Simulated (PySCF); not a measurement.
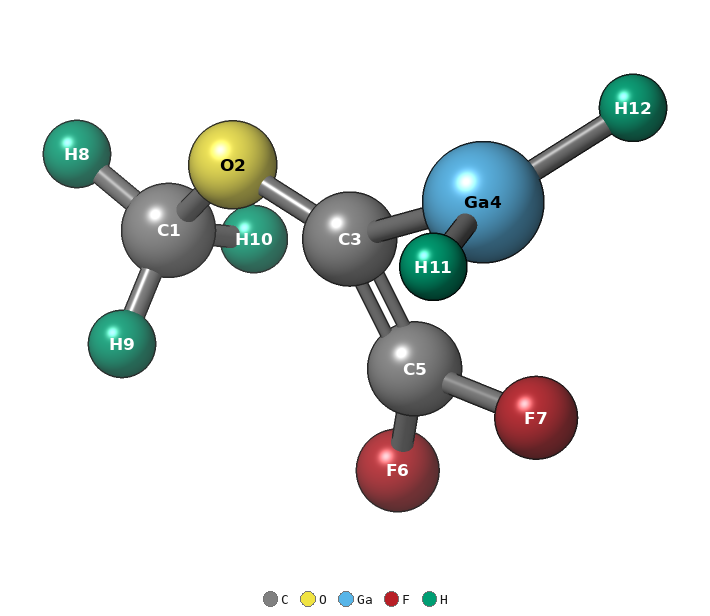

The computed structure is the end point of a GFN2-xTB optimisation. No frequency run is at hand to confirm it as a minimum. Properties computed with B3LYP/pcJ-1 (pcSseg-1 on Ga) indirect spin-spin coupling, non-relativistic, gas phase (PySCF 2.14.0). Isotopes: 13C, 19F, 1H, 17O.

Give the spin–spin coupling constants of these pairs, with the number of bonds between them: C5/F6, C5/F7, C3/F7, C3/F6, F6/F7, O2/F6, O2/F7.

```tsv
pair	bonds apart	J (Hz)
C5, F6	1	−445.7
C5, F7	1	−246.3
C3, F7	2	105.2
C3, F6	2	−45.6
F6, F7	2	124.5
O2, F6	3	−20.0
O2, F7	3	19.7
```

Density functionals are unreliable for couplings to fluorine, so those rows may be far off.

The geometry is semi-empirical. Around Ga such bond lengths and angles can be off by a tenth of an ångström or more and by several degrees, and values that hang on the shape move with them.
